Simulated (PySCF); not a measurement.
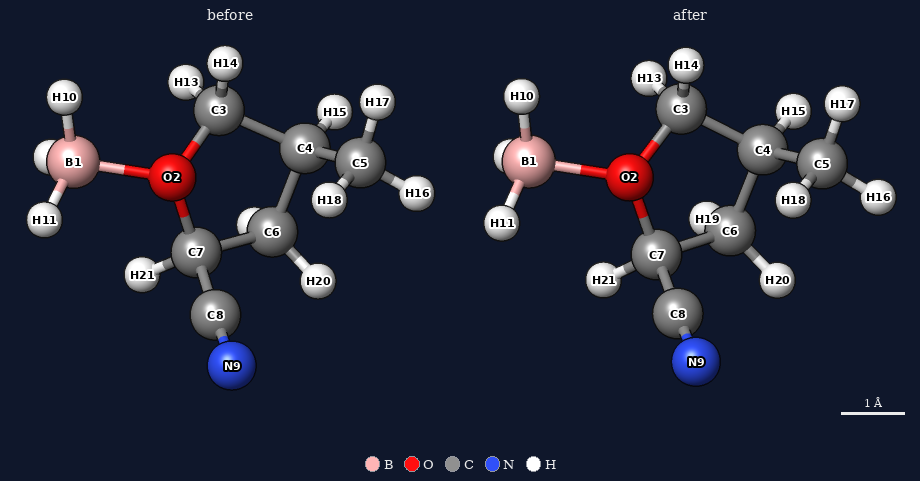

The structure of C$_{6}$H$_{12}$BNO before (left) and after (right) a relaxation, at one scale.

The picture is a ball-and-stick view, seen face on.

The start comes from GFN2-xTB. Its atoms were then displaced at random by about 0.01 Å.

Computed with PBE0-D3(BJ)/def2-SVP geometry optimisation, gas phase in PySCF 2.14.0, density-fitted response routines. 

**Summarise the run.**

An H atom moves most after the best rigid fit: 0.16 Å. By element the largest moves are H 0.16 Å, N 0.15 Å, C 0.10 Å, B 0.09 Å, O 0.07 Å. Near-neighbour distances that change, for instance: C–C 1.559 → 1.518 Å, B–H 1.194 → 1.228 Å, B–O 1.608 → 1.638 Å, C–H 1.071 → 1.100 Å. Among the angles between lasting bonds that change: O–B–H 106.9° → 103.0°, H–B–H 112.5° → 115.3°, C–C–H 112.2° → 115.0°. The energy falls by 21.2 kJ/mol in 6 geometry steps.
